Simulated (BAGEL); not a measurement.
# Si2H5O2 (SMILES O[Si](O)[SiH3]) at UHF/6-31G(d) (density fitting with qzvpp-jkfit, spherical functions)

What is the vertical ionisation energy of Si2H5O2 at UHF/6-31G* (density fitting with qzvpp-jkfit, spherical functions)? 

The results are computed with BAGEL 1.2.2.

3 further runs of the same task are left out: 2 that didn't finish, 1 set aside as unsound or not needed. Runs told in other sessions of the task aren't counted.

**1. The structure to begin with**

The species is Si2H5O2 (9 atoms), meant as a doublet with charge 0. As SMILES, `O[Si](O)[SiH3]`. The shape is that of a PBE0-D4/def2-TZVP optimisation. This is one conformer, not always the lowest.

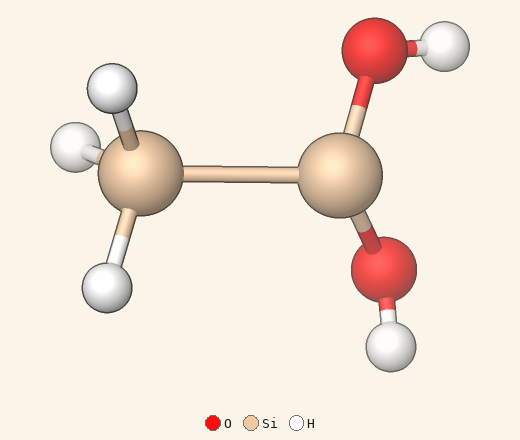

Viewed from a chosen angle; oxygen red, silicon light orange, hydrogen white.

**2. The energy at UHF/6-31G(d) (density fitting with qzvpp-jkfit, spherical functions)**

job.json

```json
{ "bagel" : [

{
  "title" : "molecule",
  "basis" : "6-31gs.json",
  "df_basis" : "qzvpp-jkfit",
  "angstrom" : "true",
  "geometry" : [
    { "atom" : "O", "xyz" : [      -1.122100,       1.622400,      -0.267400 ] },
    { "atom" : "Si", "xyz" : [       0.024100,       0.532200,      -0.765800 ] },
    { "atom" : "O", "xyz" : [       1.473200,       1.273800,      -0.525800 ] },
    { "atom" : "Si", "xyz" : [       0.064300,      -1.456500,       0.512100 ] },
    { "atom" : "H", "xyz" : [      -2.020300,       1.474300,      -0.569100 ] },
    { "atom" : "H", "xyz" : [       1.506200,       2.222300,      -0.671000 ] },
    { "atom" : "H", "xyz" : [      -1.268600,      -2.103300,       0.362600 ] },
    { "atom" : "H", "xyz" : [       1.095600,      -2.365000,      -0.054900 ] },
    { "atom" : "H", "xyz" : [       0.336100,      -1.246500,       1.962200 ] }
  ]
},

{ "title" : "uhf", "nopen" : 1 },

{ "title" : "print", "file" : "orbitals.molden", "orbitals" : "true" }

]}
```

The basis set 6-31G* is read from a file made from the Basis Set Exchange's data (not shown).

On the command line:

```console
$ BAGEL_NUM_THREADS=1 BAGEL job.json > job.out
```

What it wrote:

```text
* using 1 threads per process

  ===============================================================
  ===============================================================

  *** Geometry ***

  { "atom" : "O", "xyz" : [     -2.120462,      3.065892,     -0.505313 ] },
  { "atom" : "Si", "xyz" : [      0.045542,      1.005712,     -1.447152 ] },
  { "atom" : "O", "xyz" : [      2.783945,      2.407133,     -0.993618 ] },
  { "atom" : "Si", "xyz" : [      0.121509,     -2.752386,      0.967729 ] },
  { "atom" : "H", "xyz" : [     -3.817814,      2.786023,     -1.075443 ] },
  { "atom" : "H", "xyz" : [      2.846305,      4.199538,     -1.268006 ] },
  { "atom" : "H", "xyz" : [     -2.397307,     -3.974661,      0.685215 ] },
  { "atom" : "H", "xyz" : [      2.070384,     -4.469202,     -0.103746 ] },
  { "atom" : "H", "xyz" : [      0.635137,     -2.355544,      3.708021 ] },

  Number of auxiliary basis functions:      500

  Since a DF basis is specified, we compute 2- and 3-index integrals:
    o Being stored without compression. Storage requirement is 0.022 GB

  Number of basis functions:       74
  Number of electrons      :       49

    * METHOD: MOLECULE                             0.27

  *** Open-shell HF ***

  === Nuclear Repulsion ===
   215.9347796763

      * DIIS with orbital gradients will be used.

  === UHF iteration (6-31gs.json) ===
      0       -730.17713337          0.05173766           0.15
      1       -730.36594344          0.03495271           0.15
      2       -730.44145866          0.02278472           0.15
      3       -730.49369830          0.00127641           0.15
      4       -730.49468288          0.00038336           0.14
      5       -730.49481782          0.00018130           0.14
      6       -730.49485658          0.00008366           0.17
      7       -730.49486572          0.00003246           0.16
      8       -730.49486810          0.00001085           0.15
      9       -730.49486864          0.00000355           0.15
     10       -730.49486871          0.00000133           0.15
     11       -730.49486872          0.00000065           0.14
     12       -730.49486872          0.00000028           0.14
     13       -730.49486872          0.00000010           0.15
     14       -730.49486872          0.00000004           0.15
     15       -730.49486872          0.00000002           0.15
     16       -730.49486872          0.00000001           0.15
     17       -730.49486872          0.00000001           0.15
    * SCF iteration converged.

    * S^2 (UHF) is 0.7583

    * Permanent dipole moment:
           (    0.632514,    -0.278387,     0.503374) a.u.

    * METHOD: UHF                                  2.87

    * METHOD: PRINT                                0.01

  ===============================================================
```

Run time: 3.3 s. Hardware: 1 thread of Arm Neoverse V1, shared host; peak memory 0.11 GiB.

**3. The singlet cation, same level**

calc.json

```json
{ "bagel" : [

{
  "title" : "molecule",
  "basis" : "6-31gs.json",
  "df_basis" : "qzvpp-jkfit",
  "angstrom" : true,
  "geometry" : [
    { "atom" : "O", "xyz" : [      -1.122100,       1.622400,      -0.267400 ] },
    { "atom" : "Si", "xyz" : [       0.024100,       0.532200,      -0.765800 ] },
    { "atom" : "O", "xyz" : [       1.473200,       1.273800,      -0.525800 ] },
    { "atom" : "Si", "xyz" : [       0.064300,      -1.456500,       0.512100 ] },
    { "atom" : "H", "xyz" : [      -2.020300,       1.474300,      -0.569100 ] },
    { "atom" : "H", "xyz" : [       1.506200,       2.222300,      -0.671000 ] },
    { "atom" : "H", "xyz" : [      -1.268600,      -2.103300,       0.362600 ] },
    { "atom" : "H", "xyz" : [       1.095600,      -2.365000,      -0.054900 ] },
    { "atom" : "H", "xyz" : [       0.336100,      -1.246500,       1.962200 ] }
  ]
},

{
  "title" : "hf",
  "charge" : 1
},

{
  "title" : "print",
  "file" : "orbitals.molden",
  "orbitals" : true
}

]}
```

The basis set 6-31G* is read from a file made from the Basis Set Exchange's data (not shown).

On the command line:

```console
$ BAGEL_NUM_THREADS=1 BAGEL calc.json > calc.out
```

What it wrote:

```text
* using 1 threads per process

  ===============================================================
  ===============================================================

  *** Geometry ***

  { "atom" : "O", "xyz" : [     -2.120462,      3.065892,     -0.505313 ] },
  { "atom" : "Si", "xyz" : [      0.045542,      1.005712,     -1.447152 ] },
  { "atom" : "O", "xyz" : [      2.783945,      2.407133,     -0.993618 ] },
  { "atom" : "Si", "xyz" : [      0.121509,     -2.752386,      0.967729 ] },
  { "atom" : "H", "xyz" : [     -3.817814,      2.786023,     -1.075443 ] },
  { "atom" : "H", "xyz" : [      2.846305,      4.199538,     -1.268006 ] },
  { "atom" : "H", "xyz" : [     -2.397307,     -3.974661,      0.685215 ] },
  { "atom" : "H", "xyz" : [      2.070384,     -4.469202,     -0.103746 ] },
  { "atom" : "H", "xyz" : [      0.635137,     -2.355544,      3.708021 ] },

  Number of auxiliary basis functions:      500

  Since a DF basis is specified, we compute 2- and 3-index integrals:
    o Being stored without compression. Storage requirement is 0.022 GB

  Number of basis functions:       74
  Number of electrons      :       49

    * METHOD: MOLECULE                             0.27

  *** RHF ***

  === Nuclear Repulsion ===
   215.9347796763

      * DIIS with orbital gradients will be used.

  === RHF iteration (6-31gs.json) ===
      0       -729.91120914          0.02678409           0.08
      1       -730.08312015          0.01984797           0.07
      2       -730.22932049          0.00163359           0.07
      3       -730.23134500          0.00029752           0.07
      4       -730.23142592          0.00009581           0.07
      5       -730.23143319          0.00004448           0.07
      6       -730.23143453          0.00001438           0.07
      7       -730.23143476          0.00000404           0.07
      8       -730.23143479          0.00000143           0.07
      9       -730.23143479          0.00000074           0.07
     10       -730.23143479          0.00000025           0.07
     11       -730.23143479          0.00000007           0.07
     12       -730.23143479          0.00000003           0.07
     13       -730.23143479          0.00000001           0.07
     14       -730.23143479          0.00000000           0.07
    * SCF iteration converged.

    * Permanent dipole moment:
           (    0.801020,    -0.026737,     1.161763) a.u.

    * METHOD: HF                                   1.25

    * METHOD: PRINT                                0.01

  ===============================================================
```

It took 1.6 s on 1 thread of Arm Neoverse V1, shared host; peak memory 0.11 GiB.

**4. What came out**

Level: UHF/6-31G* (density fitting with qzvpp-jkfit, spherical functions).

| quantity | value |
| --- | --- |
| doublet Si2H5O2: total energy | -730.49487 Eh |
| doublet Si2H5O2: dipole moment | 2.17 D |
| doublet Si2H5O2: ⟨S²⟩ | 0.758 |
| singlet cation: total energy | -730.23143 Eh |
| singlet cation: HOMO energy | -17.76 eV |
| singlet cation: LUMO energy | -6.19 eV |
| singlet cation: HOMO–LUMO gap | 11.57 eV |
| vertical ionisation energy (to the singlet cation) | 7.168 eV |

The vertical ionisation energy comes to 7.17 eV (692 kJ/mol).
